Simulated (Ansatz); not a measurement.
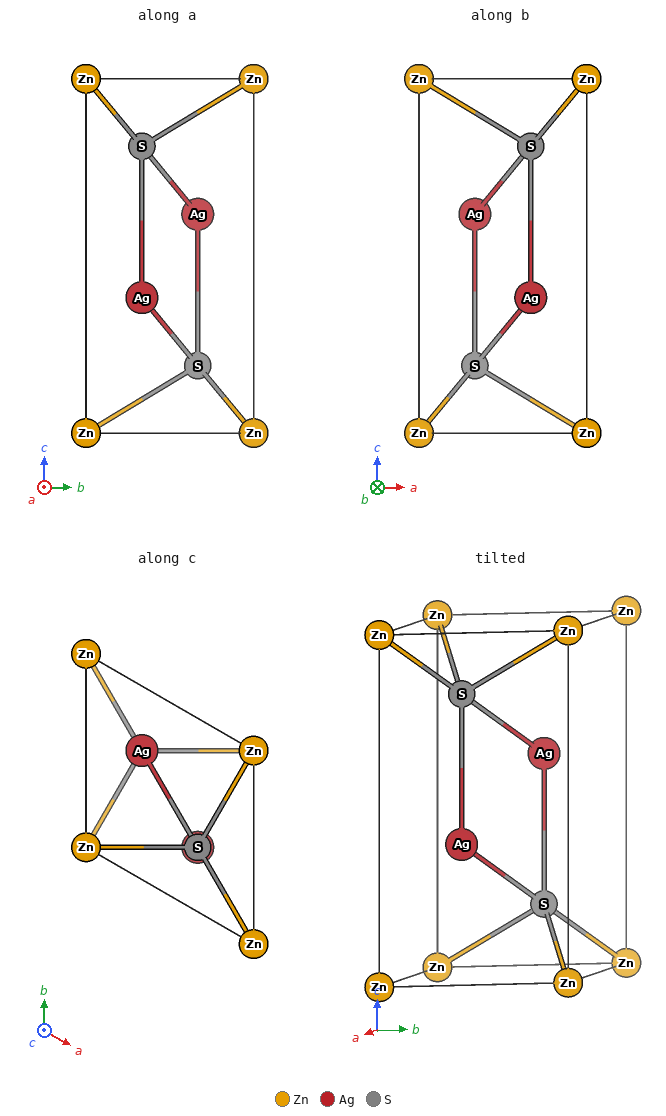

A ball-and-stick rendering, viewed along the a axis, along the b axis, along the c axis and slightly off an axis. The conventional unit cell is outlined; an atom on or near a face, edge or corner is repeated at each equivalent position.

Lattice parameters: a = 3.885 Å, b = 3.885 Å, c = 7.112 Å, α = 90.00°, β = 90.00°, γ = 120.00°. Put a along x and b in the xy plane.

From the views, write a POSCAR file, with free fractional coordinates to two decimals.

Answer.
```
Zn Ag S
1.0
     3.885    0.000    0.000
    -1.942    3.364    0.000
     0.000    0.000    7.112
Zn Ag S
1 2 2
Direct
  0.00 0.00 0.00
  0.6667 0.3333 0.38
  0.3333 0.6667 0.62
  0.3333 0.6667 0.19
  0.6667 0.3333 0.81
```

It goes back to a structure type filled with these elements by a generator (whether the compound takes this form wasn't checked). Relaxation method: Ansatz, DFT PBE, scalar-relativistic, plane waves, PAW.
